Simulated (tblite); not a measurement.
C4H10PSi: geometry relaxation (part 2 of 2)

Continued. System: C4H10PSi, multiplicity 2. Method: GFN2-xTB geometry optimisation, gas phase (tblite 0.8.0). It belongs to a series of runs on one base structure; here: H removed from sp3 C.

Geometry of the input (Å):
```
C  -1.9547  -0.4948  0.6720
C  -1.3879  0.6758  -0.0726
C  -1.0005  0.5437  -1.5078
C  0.0495  0.7798  -0.4458
Si 1.2286  -0.6469  -0.3131
P  3.1785  0.1054  0.3741
H  -3.0745  -0.4263  0.5504
H  -1.7743  -0.3784  1.7653
H  -1.6646  -1.4781  0.2714
H  -1.8800  1.6419  0.1929
H  -0.9995  -0.4429  -2.0046
H  0.5041  1.7824  -0.3866
H  0.7205  -1.7517  0.5039
H  1.4567  -1.1283  -1.7083
H  3.1355  1.5680  0.3447
H  3.4549  -0.3407  1.7527
```

Trajectory as extended XYZ, continued:
```
16
Properties=species:S:1:pos:R:3:forces:R:3 step=78 energy=-483.90811
C    -1.9680   -0.4923    0.6586    0.0070   0.0030  -0.0110
C    -1.3904    0.6888   -0.0862    0.0170   0.0030   0.0010
C    -1.0273    0.6029   -1.4941    0.0110  -0.0220   0.0060
C     0.0761    0.7292   -0.5479    0.0090   0.0100  -0.0210
Si    1.3161   -0.6905   -0.2945   -0.0330   0.0130  -0.0070
P     3.3111    0.1719    0.2768    0.0200   0.0050  -0.0030
H    -3.0550   -0.4311    0.6636    0.0050  -0.0080   0.0080
H    -1.6184   -0.5013    1.6904   -0.0220   0.0040  -0.0080
H    -1.6753   -1.4245    0.1819   -0.0010  -0.0040   0.0060
H    -1.7715    1.6402    0.2760   -0.0030  -0.0070   0.0030
H    -1.2283   -0.1589   -2.2176    0.0000   0.0100   0.0140
H     0.5320    1.7128   -0.4623   -0.0030   0.0060  -0.0020
H     0.8537   -1.6487    0.7183    0.0090   0.0050   0.0000
H     1.5219   -1.4147   -1.5556   -0.0060  -0.0030   0.0110
H     2.8559    1.4412    0.5801   -0.0090  -0.0020   0.0070
H     3.2597   -0.2162    1.6009   -0.0010  -0.0130  -0.0030
16
Properties=species:S:1:pos:R:3:forces:R:3 step=89 energy=-483.91191
C    -1.9746   -0.4991    0.6348    0.0140   0.0310  -0.0210
C    -1.4025    0.6899   -0.1060    0.0020   0.0100  -0.0060
C    -1.0369    0.5963   -1.5128   -0.0030  -0.0540   0.0070
C     0.0658    0.7535   -0.5701   -0.0350  -0.0130   0.0220
Si    1.3098   -0.6474   -0.2581   -0.0720  -0.0990  -0.0170
P     3.3119    0.2423    0.2204    0.0490   0.0490  -0.0090
H    -3.0587   -0.4134    0.6876    0.0090   0.0050   0.0020
H    -1.5839   -0.5452    1.6500   -0.0150   0.0190   0.0160
H    -1.7287   -1.4280    0.1258    0.0320   0.0150  -0.0030
H    -1.7962    1.6374    0.2522   -0.0060  -0.0140   0.0010
H    -1.2308   -0.1941   -2.2082    0.0270   0.0310  -0.0140
H     0.4992    1.7488   -0.4974    0.0040  -0.0280   0.0080
H     0.8328   -1.5479    0.8053    0.0400   0.0450  -0.0110
H     1.5096   -1.4689   -1.4616   -0.0210   0.0380   0.0130
H     2.8468    1.4263    0.7618   -0.0300  -0.0150   0.0130
H     3.4290   -0.3416    1.4650    0.0050  -0.0190   0.0010
16
Properties=species:S:1:pos:R:3:forces:R:3 step=100 energy=-483.92142
C    -1.9744   -0.4995    0.6223   -0.0080   0.0000   0.0050
C    -1.4125    0.6903   -0.1208   -0.0080   0.0000  -0.0160
C    -1.0453    0.5816   -1.5262    0.0220   0.0190  -0.0110
C     0.0524    0.7638   -0.5828    0.0160  -0.0010  -0.0040
Si    1.3019   -0.6206   -0.2338    0.0220   0.0360   0.0140
P     3.3038    0.3110    0.1799   -0.0390   0.0200   0.0640
H    -3.0578   -0.4111    0.6752   -0.0150  -0.0360   0.0200
H    -1.5825   -0.5506    1.6371   -0.0180   0.0390   0.0030
H    -1.7268   -1.4259    0.1090    0.0180   0.0090   0.0090
H    -1.8132    1.6359    0.2335   -0.0340  -0.0040  -0.0280
H    -1.2212   -0.2118   -2.2220   -0.0130   0.0100   0.0060
H     0.4690    1.7668   -0.5282    0.0510  -0.0260   0.0270
H     0.8559   -1.4427    0.8984   -0.0090  -0.0410   0.0160
H     1.4777   -1.4969   -1.3962   -0.0100  -0.0210  -0.0250
H     2.8182    1.3671    0.9324    0.0050  -0.0340  -0.0090
H     3.5473   -0.4483    1.3109    0.0240   0.0300  -0.0680
16
Properties=species:S:1:pos:R:3:forces:R:3 step=112 energy=-483.94488
C    -1.9805   -0.4809    0.6207    0.0040   0.0100  -0.0230
C    -1.4512    0.7029   -0.1587    0.0060  -0.0220  -0.0150
C    -1.0381    0.5648   -1.5479    0.0130  -0.0490  -0.0150
C     0.0260    0.7896   -0.5753    0.0050  -0.0010   0.0130
Si    1.2809   -0.5791   -0.1836   -0.0150   0.0230   0.0210
P     3.2556    0.4353    0.1441   -0.0370   0.0230  -0.0310
H    -3.0635   -0.5363    0.5465   -0.0780   0.0960   0.0170
H    -1.7082   -0.3961    1.6708   -0.0230   0.0010   0.0290
H    -1.5794   -1.4126    0.2305    0.0760   0.0150  -0.0220
H    -1.9046    1.6481    0.1277    0.0160  -0.0320   0.0780
H    -1.1909   -0.2513   -2.2218    0.0390   0.0050  -0.0460
H     0.4589    1.7863   -0.5286   -0.0670   0.0090  -0.0040
H     0.8912   -1.3490    1.0076   -0.0170  -0.0410  -0.0230
H     1.4017   -1.4966   -1.3236    0.0440  -0.0230   0.0360
H     2.8335    1.1609    1.2447    0.0100  -0.0150  -0.0070
H     3.7611   -0.5769    0.9354    0.0230   0.0000  -0.0090
16
Properties=species:S:1:pos:R:3:forces:R:3 step=123 energy=-483.95463
C    -1.9988   -0.4720    0.6220    0.0010   0.0180  -0.0110
C    -1.4637    0.6969   -0.1730    0.0050  -0.0010   0.0050
C    -1.0279    0.5510   -1.5552    0.0070  -0.0140   0.0140
C     0.0187    0.7879   -0.5666   -0.0300   0.0080   0.0180
Si    1.2736   -0.5735   -0.1535   -0.0130  -0.0180   0.0390
P     3.2276    0.4828    0.1344    0.0110   0.0290   0.0210
H    -3.0808   -0.5341    0.5236   -0.0150   0.0150  -0.0110
H    -1.7575   -0.3524    1.6769   -0.0100  -0.0050   0.0160
H    -1.5640   -1.4025    0.2680   -0.0160  -0.0270  -0.0160
H    -1.9221    1.6410    0.1127    0.0250  -0.0160  -0.0140
H    -1.1525   -0.2557   -2.2468   -0.0050   0.0110   0.0230
H     0.4339    1.7919   -0.5154    0.0080  -0.0130  -0.0080
H     0.8772   -1.3726    1.0197    0.0130   0.0410  -0.0140
H     1.4288   -1.5092   -1.2730    0.0170  -0.0140  -0.0290
H     2.8682    1.0996    1.3212    0.0110  -0.0300  -0.0230
H     3.8320   -0.5703    0.7937   -0.0070   0.0160  -0.0100
16
Properties=species:S:1:pos:R:3:forces:R:3 step=134 energy=-483.95825
C    -2.0262   -0.4712    0.6162   -0.0020  -0.0030  -0.0090
C    -1.4644    0.6883   -0.1743   -0.0050   0.0080  -0.0020
C    -1.0208    0.5382   -1.5535   -0.0040  -0.0040   0.0050
C     0.0198    0.7766   -0.5597    0.0050  -0.0030  -0.0060
Si    1.2848   -0.5703   -0.1358   -0.0010   0.0070  -0.0040
P     3.2231    0.5233    0.1301   -0.0140   0.0000   0.0170
H    -3.1105   -0.4938    0.5205   -0.0050  -0.0020  -0.0030
H    -1.7798   -0.3697    1.6724    0.0010   0.0040  -0.0100
H    -1.6276   -1.4152    0.2532    0.0080   0.0050  -0.0090
H    -1.9162    1.6368    0.1039    0.0010   0.0080   0.0000
H    -1.1434   -0.2683   -2.2449   -0.0050  -0.0050   0.0160
H     0.4345    1.7812   -0.5128   -0.0040   0.0000   0.0030
H     0.8773   -1.3381    1.0509    0.0210  -0.0110   0.0070
H     1.4654   -1.5191   -1.2422   -0.0100  -0.0030   0.0030
H     2.8969    1.0596    1.3634    0.0140  -0.0140  -0.0110
H     3.8796   -0.5493    0.7013    0.0010   0.0130   0.0010
16
Properties=species:S:1:pos:R:3:forces:R:3 step=145 energy=-483.95938
C    -2.0396   -0.4647    0.6101    0.0020  -0.0030   0.0000
C    -1.4705    0.6922   -0.1777   -0.0020   0.0000   0.0010
C    -1.0198    0.5307   -1.5530    0.0010  -0.0010   0.0000
C     0.0164    0.7742   -0.5550    0.0000   0.0010   0.0000
Si    1.2865   -0.5659   -0.1236   -0.0020   0.0030   0.0010
P     3.2151    0.5477    0.1337   -0.0030  -0.0020  -0.0030
H    -3.1208   -0.5031    0.4861    0.0020   0.0000   0.0010
H    -1.8215   -0.3490    1.6709   -0.0010  -0.0010  -0.0010
H    -1.6180   -1.4062    0.2668    0.0010  -0.0010  -0.0040
H    -1.9200    1.6437    0.0940   -0.0030   0.0010  -0.0010
H    -1.1419   -0.2890   -2.2291    0.0030   0.0020   0.0020
H     0.4283    1.7801   -0.5101    0.0040  -0.0020  -0.0030
H     0.9001   -1.3335    1.0707    0.0000  -0.0020   0.0030
H     1.4611   -1.5217   -1.2252   -0.0010   0.0030   0.0040
H     2.9241    1.0109    1.4039    0.0040   0.0000   0.0000
H     3.9129   -0.5375    0.6261   -0.0040   0.0000  -0.0010
```

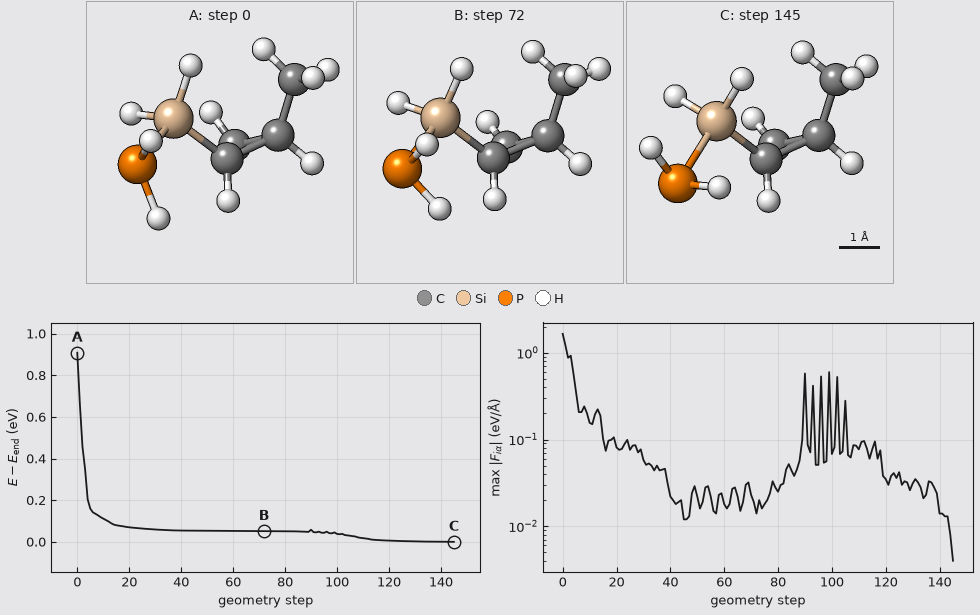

Frames of the relaxation (ball-and-stick view, seen at a tilt) above the curves, on which the letters mark them (steps are counted from 0).

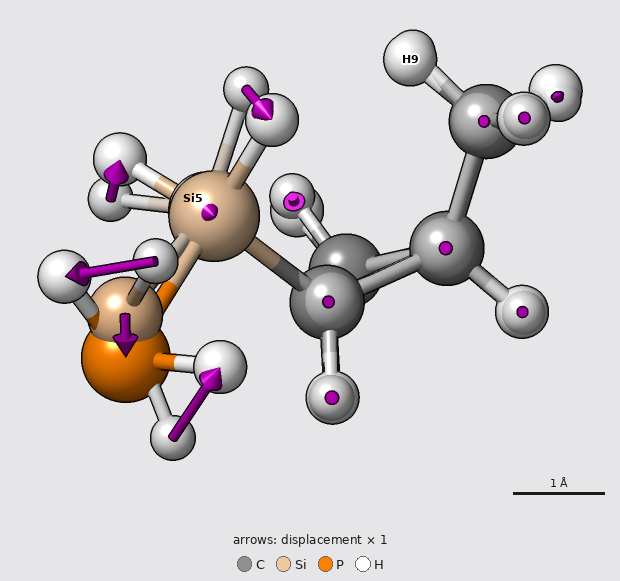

Start (faint) and end (solid) with the displacements as pink arrows, at true length (ball-and-stick view, seen at a tilt). The two geometries are laid on each other by the best rigid fit. The atom that moves furthest after the best rigid fit is H16 (1.24 Å). By element the largest moves are H 1.24 Å, P 0.51 Å, Si 0.21 Å, C 0.13 Å. Among the contacts that change: P6–H16 1.475 → 1.381 Å, P6–H15 1.464 → 1.383 Å, C3–C4 1.512 → 1.459 Å, C2–C4 1.489 → 1.536 Å. Among the angles that change: H15–P6–H16 109.1° → 92.4°, Si5–P6–H16 110.8° → 94.9°, C4–C3–H11 117.0° → 129.9°. The energy falls by 0.908 eV in 145 geometry steps. The largest force component goes from 1.7 to 0.004 eV/Å. (Atoms are counted from 1 in the order of the input.)

Key numbers:

| quantity | value |
| --- | --- |
| outcome | converged |
| total energy | −483.9594 eV |
| hardware | 1 CPU thread, shared host |
| wall time | 1.7 s |
| peak memory | 0.18 GiB |
